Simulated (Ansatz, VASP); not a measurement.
# BaZrO3: VASP beside Ansatz

Wanted: the spread between two codes on one cell, functional and k mesh. The cell comes out of earlier VASP steps on this material, which relaxed, scaled or displaced it; both programs get it as it stands.

Method: plane waves, with VASP 6.6.1 beside it; zone-centre phonons at LDA, in Ansatz 0.2.0.

## 1. The starting structure

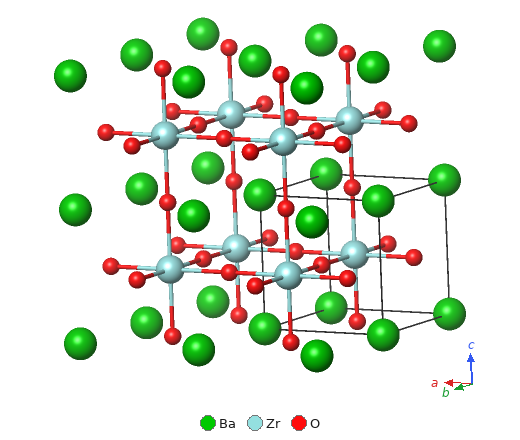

Start, viewed from a free direction; barium green, zirconium light teal, oxygen red. 2×2×2 cells are drawn. Some periodic images of atoms are drawn too.

Structure file:

```xyz
5
Lattice="4.1595 0.0000 0.0000 0.0000 4.1595 0.0000 0.0000 0.0000 4.1595" Properties=species:S:1:pos:R:3 pbc="T T T"
Ba    0.0000    0.0000    0.0000
Zr    2.0797    2.0797    2.0797
O     2.0797    2.0797    0.0000
O     2.0797    0.0000    2.0797
O     0.0000    2.0797    2.0797
```

## 2. VASP: zone-centre phonons, LDA

Second derivatives magnify differences that forces hide, and they need a tight electronic threshold.

Lines of VASP's logs that name or quote its potential files are left out, and so is its time.

Input file INCAR:

```
SYSTEM = BaZrO3
PREC = Accurate
ENCUT = 520
EDIFF = 1E-08
NELM = 100
ISMEAR = -1
SIGMA = 0.05
LREAL = .FALSE.
ALGO = Normal
GGA = CA
NBANDS = 26
LORBIT = 11
LWAVE = .FALSE.
LCHARG = .FALSE.
KPAR = 2
IBRION = 8
LEPSILON = .TRUE.
ISIF = 2
```

Input file POSCAR:

```
BaZrO3
1.0
    4.1594782607      0.0000000000      0.0000000000
    0.0000000000      4.1594782607      0.0000000000
    0.0000000000      0.0000000000      4.1594782607
Ba Zr O
1 1 3
Direct
    0.0000000000      0.0000000000      0.0000000000
    0.5000000000      0.5000000000      0.5000000000
    0.5000000000      0.5000000000      0.0000000000
    0.5000000000      0.0000000000      0.5000000000
    0.0000000000      0.5000000000      0.5000000000
```

Input file KPOINTS:

```
Automatic mesh
0
Gamma
5 5 5
0 0 0
```

Potentials, in the order of the species: Ba_sv, Zr_sv and O (LDA family, release 64).

The run is started by

```
$ mpirun -np 2 vasp_std
```

Numbers of over 12 decimals in the logs are rounded to 6 here.

Log:

```text
[banner, memory and clock lines left out]
running    2 mpi-ranks, on    1 nodes
 distrk:  each k-point on    1 cores,    2 groups
 distr:  one band on    1 cores,    1 groups

 POSCAR found type information on POSCAR BaZrO
 POSCAR found :  3 types and       5 ions
 LDA part: xc-table for (Slater(with rela. corr.)+CA(PZ))
 , standard interpolation
 POSCAR, INCAR and KPOINTS ok, starting setup
 FFT: planning ... GRIDC
 FFT: planning ... GRID_SOFT
 FFT: planning ... GRID
 WAVECAR not read
 entering main loop
       N       E                     dE             d eps       ncg     rms          rms(c)
DAV:   1     0.306994148499E+03    0.30699E+03   -0.22158E+04   520   0.151E+03
DAV:   2    -0.333012628305E+02   -0.34030E+03   -0.33453E+03   646   0.375E+02
DAV:   3    -0.525703945062E+02   -0.19269E+02   -0.19217E+02   806   0.835E+01
DAV:   4    -0.530655814867E+02   -0.49519E+00   -0.49479E+00   736   0.108E+01
DAV:   5    -0.530739516086E+02   -0.83701E-02   -0.83692E-02   742   0.119E+00    0.306E+01
DAV:   6    -0.459695203931E+02    0.71044E+01   -0.40031E+01   594   0.406E+01    0.140E+01
DAV:   7    -0.458096038880E+02    0.15992E+00   -0.30871E+00   740   0.101E+01    0.850E+00
DAV:   8    -0.457445074636E+02    0.65096E-01   -0.31814E-01   634   0.432E+00    0.657E-01
DAV:   9    -0.457402926696E+02    0.42148E-02   -0.51183E-02   754   0.130E+00    0.484E-01
DAV:  10    -0.457402611126E+02    0.31557E-04   -0.12936E-02   730   0.954E-01    0.252E-01
DAV:  11    -0.457398993745E+02    0.36174E-03   -0.22017E-03   668   0.410E-01    0.282E-02
DAV:  12    -0.457399011380E+02   -0.17635E-05   -0.10908E-04   720   0.729E-02    0.263E-02
DAV:  13    -0.457398992325E+02    0.19055E-05   -0.80444E-06   650   0.200E-02    0.281E-03
DAV:  14    -0.457398992494E+02   -0.16935E-07   -0.71006E-07   664   0.659E-03    0.302E-03
DAV:  15    -0.457398992349E+02    0.14531E-07   -0.63713E-08   644   0.225E-03    0.677E-04
DAV:  16    -0.457398992338E+02    0.10737E-08   -0.11709E-08   498   0.846E-04
   1 F= -.45739899E+02 E0= -.45739899E+02  d E =-.414642E-10
 Linear response reoptimize wavefunctions to high precision
DAV:   1    -0.457398992339E+02   -0.86402E-10   -0.28789E-09   386   0.368E-04
DAV:   2    -0.457398992340E+02   -0.14825E-09   -0.30230E-10   302   0.100E-04
DAV:   3    -0.457398992340E+02    0.45929E-10   -0.10498E-10   302   0.478E-05
 Linear response G [H, r] |phi>, progress :
  Direction:   1
       N       E                     dE             d eps       ncg     rms
RMM:   1    -0.138421730780E+03   -0.13842E+03    0.11204E+03  1145   0.157E+02
RMM:   2    -0.134423311732E+03    0.39984E+01   -0.41112E+01   979   0.303E+01
RMM:   3    -0.135930621549E+03   -0.15073E+01   -0.87556E+00  1133   0.953E+00
RMM:   4    -0.136329206924E+03   -0.39859E+00   -0.13766E+00  1218   0.363E+00
RMM:   5    -0.136395625595E+03   -0.66419E-01   -0.23236E-01  1217   0.141E+00
RMM:   6    -0.136409870935E+03   -0.14245E-01   -0.11358E+00  1246   0.594E-01
RMM:   7    -0.136417985936E+03   -0.81150E-02   -0.15093E-01  1209   0.308E-01
RMM:   8    -0.136417970871E+03    0.15066E-04    0.29523E-01  1194   0.175E-01
RMM:   9    -0.136416812061E+03    0.11588E-02    0.22615E-01  1200   0.110E-01
RMM:  10    -0.136417169643E+03   -0.35758E-03    0.15051E-01  1173   0.736E-02
RMM:  11    -0.136416781670E+03    0.38797E-03    0.12668E-01  1132   0.503E-02
RMM:  12    -0.136417082183E+03   -0.30051E-03    0.76961E-02  1112   0.371E-02
RMM:  13    -0.136416808550E+03    0.27363E-03    0.75880E-02  1090   0.275E-02
RMM:  14    -0.136417029556E+03   -0.22101E-03    0.35440E-02  1074   0.220E-02
RMM:  15    -0.136416832093E+03    0.19746E-03    0.42458E-02  1035   0.178E-02
RMM:  16    -0.136416904478E+03   -0.72385E-04    0.18141E-02  1019   0.155E-02
RMM:  17    -0.136416785934E+03    0.11854E-03    0.23359E-02  1015   0.138E-02
RMM:  18    -0.136416819319E+03   -0.33385E-04    0.11879E-02   994   0.128E-02
RMM:  19    -0.136416758087E+03    0.61232E-04    0.11975E-02   977   0.121E-02
RMM:  20    -0.136416810358E+03   -0.52271E-04    0.69172E-03   951   0.117E-02
RMM:  21    -0.136416764817E+03    0.45542E-04    0.74192E-03   932   0.114E-02
RMM:  22    -0.136416783074E+03   -0.18258E-04    0.50824E-03   926   0.113E-02
 Linear response G [H, r] |phi>, progress :
  Direction:   2
       N       E                     dE             d eps       ncg     rms
RMM:   1    -0.154651479306E+03   -0.15465E+03    0.10032E+03  1152   0.159E+02
RMM:   2    -0.151379284553E+03    0.32722E+01   -0.58702E+01   964   0.327E+01
RMM:   3    -0.153245932297E+03   -0.18666E+01   -0.12802E+01  1171   0.108E+01
RMM:   4    -0.153688366553E+03   -0.44243E+00   -0.20187E+00  1255   0.423E+00
RMM:   5    -0.153767347162E+03   -0.78981E-01   -0.40391E-01  1263   0.168E+00
RMM:   6    -0.153785633760E+03   -0.18287E-01   -0.15149E+00  1273   0.676E-01
RMM:   7    -0.153793687163E+03   -0.80534E-02   -0.20140E+00  1239   0.341E-01
[...]
RMM:  11    -0.200367761074E+00   -0.21023E-06    0.77247E-08  2230   0.718E-04    0.389E-05
RMM:  12    -0.200367992549E+00   -0.23147E-06   -0.95936E-07  2279   0.543E-04    0.186E-05
RMM:  13    -0.200368092673E+00   -0.10012E-06    0.73245E-08  2284   0.441E-04    0.630E-06
RMM:  14    -0.200367991749E+00    0.10092E-06   -0.38578E-07  2246   0.376E-04    0.138E-05
[...]
RMM:   4    -0.706046685116E+00   -0.20240E-02   -0.90023E-03  2049   0.224E-01    0.439E-02
RMM:   5    -0.706216266786E+00   -0.16958E-03   -0.60545E-04  2086   0.764E-02    0.208E-02
RMM:   6    -0.706115612162E+00    0.10065E-03   -0.12462E-04  2115   0.365E-02    0.235E-03
RMM:   7    -0.706118750639E+00   -0.31385E-05   -0.36674E-05  2109   0.164E-02    0.186E-03
RMM:   8    -0.706119455465E+00   -0.70483E-06   -0.24602E-05  2202   0.842E-03    0.876E-04
RMM:   9    -0.706122181303E+00   -0.27258E-05   -0.10383E-05  2271   0.474E-03    0.255E-04
RMM:  10    -0.706124970741E+00   -0.27894E-05   -0.82408E-07  2273   0.301E-03    0.116E-04
RMM:  11    -0.706124704122E+00    0.26662E-06    0.34281E-06  2327   0.207E-03    0.151E-04
RMM:  12    -0.706124165850E+00    0.53827E-06   -0.28676E-07  2240   0.157E-03    0.210E-04
RMM:  13    -0.706123123298E+00    0.10426E-05    0.13627E-06  2225   0.127E-03    0.250E-04
RMM:  14    -0.706120336585E+00    0.27867E-05   -0.88766E-07  2090   0.122E-03    0.463E-04
[...]
RMM:  32    -0.706133332676E+00    0.25985E-07    0.42968E-07  2310   0.359E-04    0.123E-05
RMM:  33    -0.706133286374E+00    0.46302E-07    0.36797E-07  2255   0.354E-04    0.143E-05
RMM:  34    -0.706133301900E+00   -0.15526E-07    0.81654E-07  2191   0.350E-04    0.166E-05
RMM:  35    -0.706133295684E+00    0.62161E-08    0.62315E-07  2023   0.346E-04    0.174E-05
RMM:  36    -0.706133275883E+00    0.19801E-07    0.51561E-07  2221   0.343E-04    0.198E-05
RMM:  37    -0.706133251505E+00    0.24378E-07    0.31007E-07  2011   0.340E-04    0.204E-05
RMM:  38    -0.706133258894E+00   -0.73894E-08    0.76244E-07  2001   0.337E-04    0.209E-05
RMM:  39    -0.706133197196E+00    0.61698E-07    0.59184E-07  2159   0.335E-04    0.233E-05
 first order change of Fermi-energy  -0.74236E-02
 force on displaced ion       2 direction 1 :  -9.505   0.000   0.000
 Born effective charge ion    2 direction 1 :   6.129   0.000   0.000
 Linear response progress:
  Degree of freedom:   3/  4
       N       E                     dE             d eps       ncg     rms          rms(c)
RMM:   1    -0.370450271457E+00   -0.37045E+00    0.18498E-01  2850   0.264E+00
RMM:   2    -0.360087275661E+00    0.10363E-01   -0.11569E-02  2421   0.399E-01    0.117E-01
RMM:   3    -0.361293653398E+00   -0.12064E-02   -0.20105E-03  2493   0.151E-01    0.599E-02
RMM:   4    -0.362727265359E+00   -0.14336E-02   -0.76343E-04  2507   0.114E-01    0.153E-02
RMM:   5    -0.362756183053E+00   -0.28918E-04   -0.13901E-04  3017   0.347E-02    0.504E-03
RMM:   6    -0.362781128617E+00   -0.24946E-04   -0.18624E-05  3187   0.126E-02    0.169E-03
RMM:   7    -0.362782253540E+00   -0.11249E-05    0.62681E-06  3208   0.578E-03    0.854E-04
RMM:   8    -0.362780545780E+00    0.17078E-05    0.18923E-05  3291   0.329E-03    0.310E-04
RMM:   9    -0.362780303537E+00    0.24224E-06    0.21446E-06  3288   0.199E-03    0.233E-04
RMM:  10    -0.362781849310E+00   -0.15458E-05    0.64328E-06  3283   0.139E-03    0.689E-05
RMM:  11    -0.362782048665E+00   -0.19936E-06    0.50044E-06  3360   0.947E-04    0.443E-05
RMM:  12    -0.362782528070E+00   -0.47940E-06    0.43351E-06  3408   0.708E-04    0.295E-05
RMM:  13    -0.362782660144E+00   -0.13207E-06    0.30228E-06  3453   0.541E-04    0.205E-05
RMM:  14    -0.362782854403E+00   -0.19426E-06    0.23485E-06  3363   0.446E-04    0.523E-06
[...]
RMM:  21    -0.362783066869E+00   -0.56843E-07    0.39760E-07  3248   0.261E-04    0.346E-06
RMM:  22    -0.362783099509E+00   -0.32640E-07    0.32120E-07  3078   0.255E-04    0.201E-06
RMM:  23    -0.362783059188E+00    0.40321E-07    0.39717E-07  3000   0.252E-04    0.343E-06
RMM:  24    -0.362783093724E+00   -0.34536E-07    0.16855E-07  3100   0.249E-04    0.105E-06
RMM:  25    -0.362783070399E+00    0.23325E-07    0.35771E-07  2997   0.247E-04    0.306E-06
RMM:  26    -0.362783054195E+00    0.16204E-07    0.99338E-08  2963   0.245E-04    0.122E-06
RMM:  27    -0.362783082890E+00   -0.28695E-07    0.28245E-07  3002   0.244E-04    0.237E-06
RMM:  28    -0.362783080628E+00    0.22626E-08    0.73516E-08  2894   0.244E-04    0.128E-06
 first order change of Fermi-energy  -0.16824E+00
 force on displaced ion       3 direction 1 :  -2.360   0.000   0.000
 Born effective charge ion    3 direction 1 :  -2.030   0.000   0.000
 Linear response progress:
  Degree of freedom:   4/  4
       N       E                     dE             d eps       ncg     rms          rms(c)
RMM:   1    -0.380243333047E+00   -0.38024E+00    0.18826E-01  1922   0.281E+00
RMM:   2    -0.367374566611E+00    0.12869E-01   -0.42052E-02  1745   0.598E-01    0.163E-01
RMM:   3    -0.368859117787E+00   -0.14846E-02   -0.47662E-03  1734   0.259E-01    0.918E-02
RMM:   4    -0.370617714009E+00   -0.17586E-02   -0.14052E-03  1793   0.156E-01    0.284E-02
RMM:   5    -0.370907827494E+00   -0.29011E-03   -0.36963E-04  1976   0.621E-02    0.972E-03
RMM:   6    -0.370960386315E+00   -0.52559E-04   -0.83998E-05  2103   0.234E-02    0.629E-03
RMM:   7    -0.370937588784E+00    0.22798E-04   -0.64474E-05  1949   0.119E-02    0.153E-03
RMM:   8    -0.370949689607E+00   -0.12101E-04   -0.64865E-05  2085   0.596E-03    0.484E-04
RMM:   9    -0.370954428590E+00   -0.47390E-05   -0.41650E-05  2142   0.312E-03    0.384E-04
RMM:  10    -0.370956243719E+00   -0.18151E-05   -0.34795E-05  2181   0.185E-03    0.141E-04
RMM:  11    -0.370956845630E+00   -0.60191E-06   -0.16580E-05  2181   0.119E-03    0.494E-05
RMM:  12    -0.370956455162E+00    0.39047E-06   -0.15365E-05  2203   0.813E-04    0.782E-05
RMM:  13    -0.370956472076E+00   -0.16915E-07   -0.92570E-06  2258   0.593E-04    0.714E-05
RMM:  14    -0.370956496116E+00   -0.24040E-07   -0.82022E-06  2265   0.472E-04    0.102E-04
RMM:  15    -0.370956634947E+00   -0.13883E-06   -0.45894E-06  2137   0.393E-04    0.828E-05
RMM:  16    -0.370956559841E+00    0.75106E-07   -0.42031E-06  2192   0.340E-04    0.108E-04
RMM:  17    -0.370956649270E+00   -0.89429E-07   -0.28113E-06  2215   0.293E-04    0.110E-04
RMM:  18    -0.370956680314E+00   -0.31044E-07   -0.23389E-06  2236   0.268E-04    0.121E-04
RMM:  19    -0.370956652709E+00    0.27605E-07   -0.16956E-06  2154   0.242E-04    0.121E-04
 first order change of Fermi-energy   0.36054E-02
 force on displaced ion       3 direction 3 :   0.000   0.000 -13.861
 Born effective charge ion    3 direction 3 :   0.000   0.000  -4.840
 Born effective charges drift removed
 Linear response finished
```

(Part 1 of 3 ends here.)

[Lines on the potential files, build, host, timing and source positions are cut from VASP's logs without a mark.]

[Logs are printed without paths, hosts, clocks, repeated set-up lines and the standing remarks that a program may print on its own settings, such as how far it seeks lower states.]

[Hosts, paths, dates, database ids (printed as entryN), source tags and the programs' standing remarks are cut or masked in the printed files.]
